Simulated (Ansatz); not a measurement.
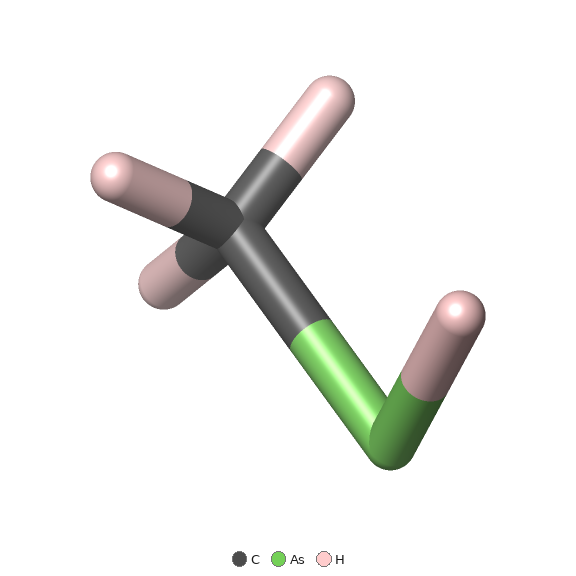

A stick model of a molecule. Every bond is drawn as one stick, whatever its order.

Charge 0, doublet. The geometry was computed by an optimisation with PBE0-D4/def2-TZVP.

Describe the molecule.

It has 6 atoms: 1 carbon, 4 hydrogen and 1 arsenic (CH4As). As SMILES it reads `C[AsH]`. It has no ring. The point group is Cs. It is an open-shell species. Coordination: 1 C tetrahedral; 1 As bent.

More results for the same structure follow; atom numbers are the same in all pictures, views and colours differ.

## Levels of theory compared

Program: Ansatz 0.2.0.

Compare dipole (D), HOMO energy (eV) at these levels: B3LYP-D4/def2-TZVPP; PBE-D4/def2-TZVPP; r2SCAN-D4/def2-TZVPP; ωB97M-V/def2-TZVPP.

```tsv
level	dipole (D)	HOMO energy (eV)
B3LYP-D4/def2-TZVPP	0.98	−5.93
PBE-D4/def2-TZVPP	1.03	−5.08
r2SCAN-D4/def2-TZVPP	1.11	−5.49
ωB97M-V/def2-TZVPP	0.96	−8.22
```

## Thermal motion

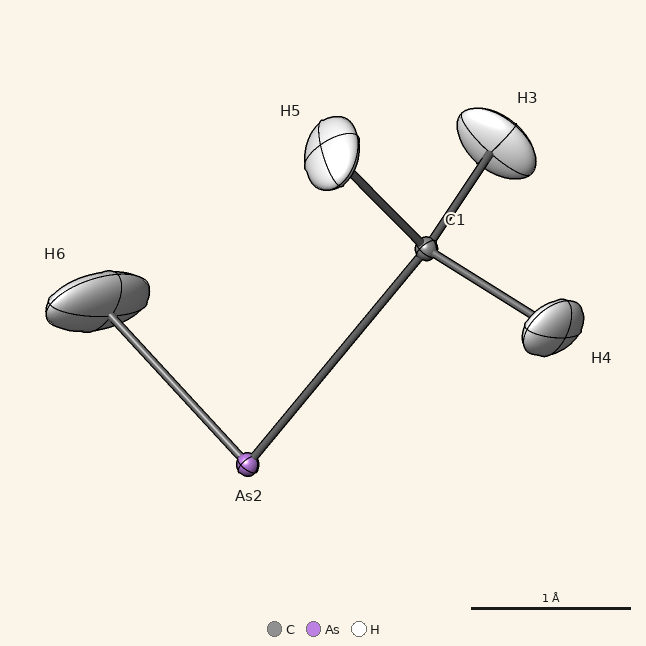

Displacement ellipsoids at the 50 % level, from the internal vibrations of the free molecule (harmonic, no overall translation or rotation; no half-axis is drawn under 0.075 Å). Vibrations computed with UKS PBE0-D4/def2-TZVP (Ansatz 0.2.0). Temperature: 298 K.

List U_eq and the three principal root-mean-square amplitudes for each kind of atom.

```json
{"atom": "C1", "U_eq (Å²)": "0.00090", "rms amplitudes (Å)": "0.018, 0.019, 0.045"}
{"atom": "As2", "U_eq (Å²)": "0.00004", "rms amplitudes (Å)": "0.002, 0.005, 0.009"}
{"atom": "H3, H5", "U_eq (Å²)": "0.0196", "rms amplitudes (Å)": "0.072, 0.135, 0.188"}
{"atom": "H4", "U_eq (Å²)": "0.0182", "rms amplitudes (Å)": "0.072, 0.132, 0.179"}
{"atom": "H6", "U_eq (Å²)": "0.0464", "rms amplitudes (Å)": "0.087, 0.150, 0.330"}
```

## Charges

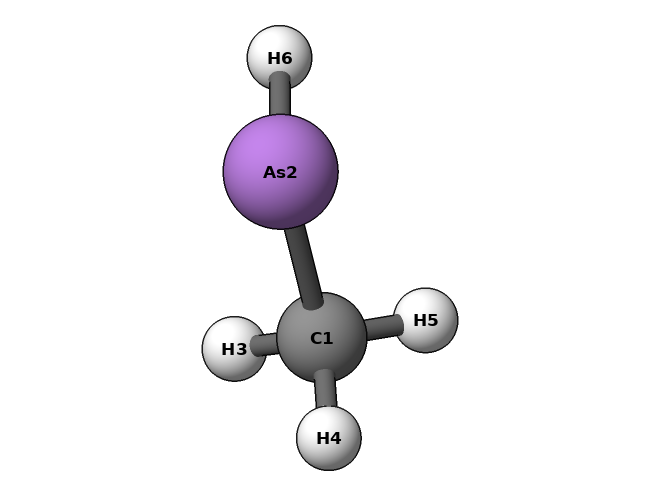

The questions are on Mulliken charges. Level of theory: UKS r2SCAN-D4/def2-TZVPP (Ansatz 0.2.0).

List the Mulliken charges.

| atom | value (e) |
| --- | --- |
| C1 | −0.27 |
| As2 | 0.03 |
| H3 | 0.09 |
| H4 | 0.09 |
| H5 | 0.09 |
| H6 | −0.03 |

Mulliken values depend strongly on the basis set and can even reverse the polarity of a bond.
